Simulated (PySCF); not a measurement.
**Run report: Si2H5Br (charge +1), single-point calculation**

System: Si2H5Br, charge +1, multiplicity 2.
Method: NEVPT2/6-31G*, ROHF (PySCF 2.14.0).

The geometry is that of the parent species in another charge or spin state. The geometry comes from this level: PBE0-D4/def2-TZVP.

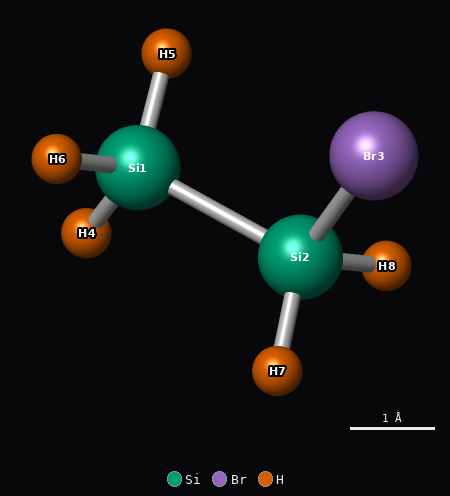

*The structure as given in the input (ball-and-stick view, seen at a tilt; atoms are numbered from 1 in the order of the input).*

Bond lengths as drawn: Br–Si 2.23 Å, H–Si 1.48 to 1.49 Å and Si–Si 2.34 Å.

Input file (job.py)
```python
import numpy
from pyscf import gto, scf, mp, mcscf, mrpt

system = gto.Mole()
system.atom = [
    ('Si', (-0.690000, 0.902700, -0.398400)),
    ('Si', (0.515800, -0.969400, 0.308800)),
    ('Br', (2.500800, -0.280200, 1.059200)),
    ('H', (-2.023500, 0.479600, -0.905700)),
    ('H', (0.056200, 1.586200, -1.486000)),
    ('H', (-0.870900, 1.834000, 0.744600)),
    ('H', (-0.159800, -1.684200, 1.420900)),
    ('H', (0.763500, -1.925900, -0.799300)),
]
system.basis = '6-31g*'
system.charge = 1
system.max_memory = 1860
system.spin = 1
system.verbose = 3
system.build()

myscf = scf.ROHF(system)
myscf.conv_tol = 1e-10
myscf.kernel()
if not myscf.converged:
    myscf = myscf.newton().run(myscf.mo_coeff, myscf.mo_occ)

pt = mp.MP2(scf.addons.convert_to_uhf(myscf)).run()
noons, natorbs = mcscf.addons.make_natural_orbitals(pt)
print('natural occupations', numpy.round(noons[:40], 4))
cas = mcscf.CASSCF(myscf, 4, 3)
cas.fix_spin_(ss=0.75)
cas.natorb = True
cas.kernel(natorbs)
e_pt2 = mrpt.NEVPT(cas).kernel()
e_tot = cas.e_tot + e_pt2
print('E(%s) = %.9f' % ('NEVPT2', e_tot))
```

Launched with:
```bash
OMP_NUM_THREADS=1 python job.py
```

What the program printed
```
converged SCF energy = -3152.51019195267
E(UMP2) = -3152.96101569812  E_corr = -0.450823745456385
E(SCS-UMP2) = -3152.94462765308  E_corr = -0.434435700412985
natural occupations [2.     2.     2.     2.     2.     2.     2.     1.9999 1.9999 1.9997
 1.9997 1.9997 1.9997 1.9996 1.9996 1.9996 1.9996 1.9995 1.9994 1.9958
 1.9958 1.9958 1.9958 1.9958 1.9871 1.981  1.9774 1.9764 1.976  1.9755
 1.9664 1.9561 1.9524 1.0066 0.0315 0.0203 0.0195 0.0151 0.0144 0.0136]
CASSCF energy = -3152.52761296164
CASCI E = -3152.52761296164  E(CI) = -2.95993131780187  S^2 = 0.7500000
Sr    (-1)',   E = -0.00156715880544
Si    (+1)',   E = -0.00603734117737
Sijrs (0)  ,   E = -0.30752949236297
Sijr  (+1) ,   E = -0.03584733282502
Srsi  (-1) ,   E = -0.04173468330370
Srs   (-2) ,   E = -0.00714601628051
Sij   (+2) ,   E = -0.00255113333114
Sir   (0)' ,   E = -0.03030241022560
Nevpt2 Energy = -0.432715568311750
E(NEVPT2) = -3152.960328530
```

Key numbers

- outcome: converged
- total energy: −3152.960329 hartree
- SCF energy: −3152.510192 hartree
- correlation energy: −0.450137 hartree
- basis functions: 78
- ⟨S²⟩: 0.750
- hardware: 1 thread of Arm Neoverse V1, 24 GiB of memory available, shared host
- wall time: 38 s
- peak memory: 0.3 GiB

Notes

The record of the run, not the program, notes: dipole of an ion depends on the origin.
